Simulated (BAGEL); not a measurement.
# triplet C3H4F2 at 3 levels

Aim: a comparison of 3 runs (UHF/STO-3G, UHF/3-21G, ROHF/6-31G*) of triplet C3H4F2. 

Program for the calculation: BAGEL 1.2.2.

1 further run of the same task is left out (set aside as unsound or not needed).

## Step 1: The molecule

C3H4F2 has 9 atoms, charge 0, and is taken as a triplet. SMILES of the parent species: `C=C(F)CF`. The shape is that of a PBE0-D4/def2-TZVP optimisation. This is one conformer, not always the lowest. That shape belongs to the parent species and isn't relaxed for this state.

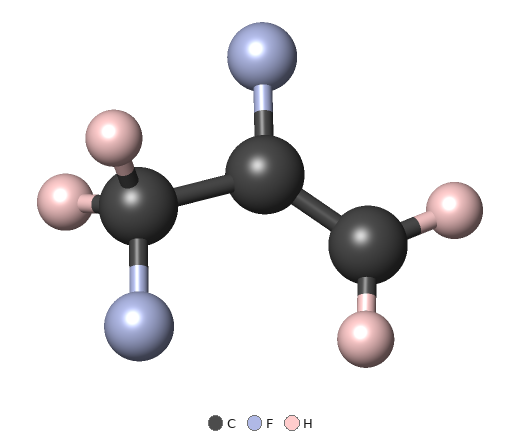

The structure, seen from a chosen angle (carbon dark grey, fluorine light blue, hydrogen pink).

## Step 2: The energy at UHF/STO-3G (density fitting with qzvpp-jkfit) (run 1)

File job.json:

```json
{ "bagel" : [

{
  "title" : "molecule",
  "basis" : "sto-3g",
  "df_basis" : "qzvpp-jkfit",
  "angstrom" : "true",
  "geometry" : [
    { "atom" : "C", "xyz" : [       0.813600,      -0.432900,      -1.077000 ] },
    { "atom" : "C", "xyz" : [       0.485500,      -0.132100,       0.161600 ] },
    { "atom" : "F", "xyz" : [       1.358900,      -0.252800,       1.174700 ] },
    { "atom" : "C", "xyz" : [      -0.821200,       0.368400,       0.674100 ] },
    { "atom" : "F", "xyz" : [      -1.728300,       0.498300,      -0.344600 ] },
    { "atom" : "H", "xyz" : [       0.078300,      -0.320200,      -1.860100 ] },
    { "atom" : "H", "xyz" : [       1.805500,      -0.789500,      -1.318200 ] },
    { "atom" : "H", "xyz" : [      -1.220400,      -0.329400,       1.418700 ] },
    { "atom" : "H", "xyz" : [      -0.683300,       1.343900,       1.153800 ] }
  ]
},

{ "title" : "uhf", "nopen" : 2 },

{ "title" : "print", "file" : "orbitals.molden", "orbitals" : "true" }

]}
```

On the command line:

```bash
BAGEL_NUM_THREADS=1 BAGEL job.json > job.out
```

Output:

```text
* using 1 threads per process

  ===============================================================
  ===============================================================

  *** Geometry ***

  { "atom" : "C", "xyz" : [      1.537481,     -0.818062,     -2.035235 ] },
  { "atom" : "C", "xyz" : [      0.917462,     -0.249633,      0.305380 ] },
  { "atom" : "F", "xyz" : [      2.567949,     -0.477723,      2.219861 ] },
  { "atom" : "C", "xyz" : [     -1.551843,      0.696175,      1.273864 ] },
  { "atom" : "F", "xyz" : [     -3.266014,      0.941651,     -0.651200 ] },
  { "atom" : "H", "xyz" : [      0.147966,     -0.605090,     -3.515080 ] },
  { "atom" : "H", "xyz" : [      3.411901,     -1.491939,     -2.491037 ] },
  { "atom" : "H", "xyz" : [     -2.306222,     -0.622476,      2.680954 ] },
  { "atom" : "H", "xyz" : [     -1.291250,      2.539603,      2.180366 ] },

  Number of auxiliary basis functions:      451

  Since a DF basis is specified, we compute 2- and 3-index integrals:
    o Being stored without compression. Storage requirement is 0.003 GB

  Number of basis functions:       29
  Number of electrons      :       40

    * METHOD: MOLECULE                             0.12

  *** Open-shell HF ***

  === Nuclear Repulsion ===
   173.7185306367

      * DIIS with orbital gradients will be used.

  === UHF iteration (sto-3g) ===
      0       -310.30848812          0.03666960           0.03
      1       -310.41307853          0.00905699           0.03
      2       -310.42169767          0.00294209           0.03
      3       -310.42294125          0.00117058           0.03
      4       -310.42349971          0.00044446           0.03
      5       -310.42362996          0.00008054           0.03
      6       -310.42363563          0.00001107           0.03
      7       -310.42363614          0.00000344           0.03
      8       -310.42363634          0.00000135           0.03
      9       -310.42363645          0.00000063           0.03
     10       -310.42363649          0.00000027           0.03
     11       -310.42363650          0.00000012           0.03
     12       -310.42363650          0.00000003           0.03
     13       -310.42363650          0.00000001           0.03
     14       -310.42363650          0.00000001           0.03
    * SCF iteration converged.

    * S^2 (UHF) is 2.0209

    * Permanent dipole moment:
           (   -0.091903,     0.031088,     0.011495) a.u.

    * METHOD: UHF                                  0.44

    * METHOD: PRINT                                0.00

  ===============================================================
```

Run time: 0.72 s. Hardware: 1 thread of Arm Neoverse V2, shared host; peak memory 0.081 GiB.

## Step 3: The energy at UHF/3-21G (density fitting with qzvpp-jkfit) (run 2)

File input.json:

```json
{ "bagel": [

{
  "title": "molecule",
  "basis": "3-21g",
  "df_basis": "qzvpp-jkfit",
  "angstrom": "true",
  "geometry": [
    { "atom": "C", "xyz": [       0.813600,      -0.432900,      -1.077000 ] },
    { "atom": "C", "xyz": [       0.485500,      -0.132100,       0.161600 ] },
    { "atom": "F", "xyz": [       1.358900,      -0.252800,       1.174700 ] },
    { "atom": "C", "xyz": [      -0.821200,       0.368400,       0.674100 ] },
    { "atom": "F", "xyz": [      -1.728300,       0.498300,      -0.344600 ] },
    { "atom": "H", "xyz": [       0.078300,      -0.320200,      -1.860100 ] },
    { "atom": "H", "xyz": [       1.805500,      -0.789500,      -1.318200 ] },
    { "atom": "H", "xyz": [      -1.220400,      -0.329400,       1.418700 ] },
    { "atom": "H", "xyz": [      -0.683300,       1.343900,       1.153800 ] }
  ]
},

{ "title": "uhf", "nopen": 2 },

{ "title": "print", "file": "orbitals.molden", "orbitals": "true" }

]}
```

On the command line:

```bash
BAGEL_NUM_THREADS=1 BAGEL input.json > input.out
```

Output:

```text
* using 1 threads per process

  ===============================================================
  ===============================================================

  *** Geometry ***

  { "atom" : "C", "xyz" : [      1.537481,     -0.818062,     -2.035235 ] },
  { "atom" : "C", "xyz" : [      0.917462,     -0.249633,      0.305380 ] },
  { "atom" : "F", "xyz" : [      2.567949,     -0.477723,      2.219861 ] },
  { "atom" : "C", "xyz" : [     -1.551843,      0.696175,      1.273864 ] },
  { "atom" : "F", "xyz" : [     -3.266014,      0.941651,     -0.651200 ] },
  { "atom" : "H", "xyz" : [      0.147966,     -0.605090,     -3.515080 ] },
  { "atom" : "H", "xyz" : [      3.411901,     -1.491939,     -2.491037 ] },
  { "atom" : "H", "xyz" : [     -2.306222,     -0.622476,      2.680954 ] },
  { "atom" : "H", "xyz" : [     -1.291250,      2.539603,      2.180366 ] },

  Number of auxiliary basis functions:      451

  Since a DF basis is specified, we compute 2- and 3-index integrals:
    o Being stored without compression. Storage requirement is 0.010 GB

  Number of basis functions:       53
  Number of electrons      :       40

    * METHOD: MOLECULE                             0.12

  *** Open-shell HF ***

  === Nuclear Repulsion ===
   173.7185306367

      * DIIS with orbital gradients will be used.

  === UHF iteration (3-21g) ===
      0       -312.77475332          0.04525046           0.05
      1       -312.88559654          0.02409406           0.05
      2       -312.90886806          0.01348972           0.05
      3       -312.91782497          0.00152587           0.05
      4       -312.91865151          0.00036528           0.05
      5       -312.91873401          0.00015443           0.05
      6       -312.91876638          0.00005167           0.05
      7       -312.91877294          0.00002131           0.05
      8       -312.91877497          0.00001056           0.05
      9       -312.91877567          0.00000182           0.05
     10       -312.91877569          0.00000075           0.05
     11       -312.91877570          0.00000032           0.05
     12       -312.91877570          0.00000014           0.05
     13       -312.91877570          0.00000007           0.05
     14       -312.91877570          0.00000004           0.05
     15       -312.91877570          0.00000002           0.05
     16       -312.91877570          0.00000001           0.05
    * SCF iteration converged.

    * S^2 (UHF) is 2.0211

    * Permanent dipole moment:
           (   -0.113286,     0.039098,     0.020029) a.u.

    * METHOD: UHF                                  0.94

    * METHOD: PRINT                                0.00

  ===============================================================
```

Run time: 1.2 s. Hardware: 1 thread of Arm Neoverse V2, shared host; peak memory 0.081 GiB.

## Step 4: A single-point energy at ROHF/6-31G(d) (density fitting with qzvpp-jkfit, spherical functions) (run 3)

File input.json:

```json
{ "bagel" : [

{
  "title" : "molecule",
  "basis" : "6-31gs.json",
  "df_basis" : "qzvpp-jkfit",
  "angstrom" : true,
  "geometry" : [
    { "atom" : "C", "xyz" : [       0.813600,      -0.432900,      -1.077000 ] },
    { "atom" : "C", "xyz" : [       0.485500,      -0.132100,       0.161600 ] },
    { "atom" : "F", "xyz" : [       1.358900,      -0.252800,       1.174700 ] },
    { "atom" : "C", "xyz" : [      -0.821200,       0.368400,       0.674100 ] },
    { "atom" : "F", "xyz" : [      -1.728300,       0.498300,      -0.344600 ] },
    { "atom" : "H", "xyz" : [       0.078300,      -0.320200,      -1.860100 ] },
    { "atom" : "H", "xyz" : [       1.805500,      -0.789500,      -1.318200 ] },
    { "atom" : "H", "xyz" : [      -1.220400,      -0.329400,       1.418700 ] },
    { "atom" : "H", "xyz" : [      -0.683300,       1.343900,       1.153800 ] }
  ]
},

{
  "title" : "rohf",
  "nopen" : 2
},

{
  "title" : "print",
  "file" : "orbitals.molden",
  "orbitals" : true
}

]}
```

The basis set 6-31G* is read from a file made from the Basis Set Exchange's data (not shown).

On the command line:

```bash
BAGEL_NUM_THREADS=1 BAGEL input.json > input.out
```

Output:

```text
* using 1 threads per process

  ===============================================================
  ===============================================================

  *** Geometry ***

  { "atom" : "C", "xyz" : [      1.537481,     -0.818062,     -2.035235 ] },
  { "atom" : "C", "xyz" : [      0.917462,     -0.249633,      0.305380 ] },
  { "atom" : "F", "xyz" : [      2.567949,     -0.477723,      2.219861 ] },
  { "atom" : "C", "xyz" : [     -1.551843,      0.696175,      1.273864 ] },
  { "atom" : "F", "xyz" : [     -3.266014,      0.941651,     -0.651200 ] },
  { "atom" : "H", "xyz" : [      0.147966,     -0.605090,     -3.515080 ] },
  { "atom" : "H", "xyz" : [      3.411901,     -1.491939,     -2.491037 ] },
  { "atom" : "H", "xyz" : [     -2.306222,     -0.622476,      2.680954 ] },
  { "atom" : "H", "xyz" : [     -1.291250,      2.539603,      2.180366 ] },

  Number of auxiliary basis functions:      451

  Since a DF basis is specified, we compute 2- and 3-index integrals:
    o Being stored without compression. Storage requirement is 0.022 GB

  Number of basis functions:       78
  Number of electrons      :       40

    * METHOD: MOLECULE                             0.17

  *** Open-shell HF ***

  === Nuclear Repulsion ===
   173.7185306367

      * DIIS with orbital gradients will be used.

  === ROHF iteration (6-31gs.json) ===
      0       -314.43237800          0.03712863           0.08
      1       -314.56850905          0.02124465           0.08
      2       -314.60173276          0.01273368           0.08
      3       -314.61915081          0.00142549           0.08
      4       -314.61974434          0.00036629           0.08
      5       -314.61987122          0.00013885           0.08
      6       -314.61988814          0.00004493           0.08
      7       -314.61989695          0.00001720           0.08
      8       -314.61989803          0.00000544           0.08
      9       -314.61989851          0.00000168           0.08
     10       -314.61989876          0.00000078           0.08
     11       -314.61989879          0.00000023           0.08
     12       -314.61989879          0.00000013           0.08
     13       -314.61989880          0.00000008           0.08
     14       -314.61989880          0.00000004           0.08
     15       -314.61989880          0.00000002           0.09
     16       -314.61989880          0.00000001           0.08
    * SCF iteration converged.

    * S^2 (ROHF) is 2.0000

    * Permanent dipole moment:
           (   -0.116051,     0.041713,     0.030631) a.u.

    * METHOD: ROHF                                 1.51

    * METHOD: PRINT                                0.01

  ===============================================================
```

Wall time 1.9 s (1 thread of Arm Neoverse V2, shared host); peak memory 0.1 GiB.

## Step 5: All runs side by side

```tsv
run	level	energy (Eh)	dipole moment (D)	⟨S²⟩	wall time
1	UHF/STO-3G (density fitting with qzvpp-jkfit)	-310.423636	0.25	2.021	0.72 s
2	UHF/3-21G (density fitting with qzvpp-jkfit)	-312.918776	0.31	2.021	1.2 s
3	ROHF/6-31G* (density fitting with qzvpp-jkfit, spherical functions)	-314.619899	0.32	2.000	1.9 s
```

## Step 6: Summary of results

```
            quantity          value
 run 3: total energy  -314.61990 Eh
run 3: dipole moment         0.32 D
         run 3: ⟨S²⟩          2.000
```

The dipole moment (its size) runs from 0.25 D (UHF/STO-3G) to 0.32 D (ROHF/6-31G*). The two ends differ in method and basis. In run 1 the basis is minimal, so the values are rough. All runs together took 3.8 s, the longest 1.9 s.
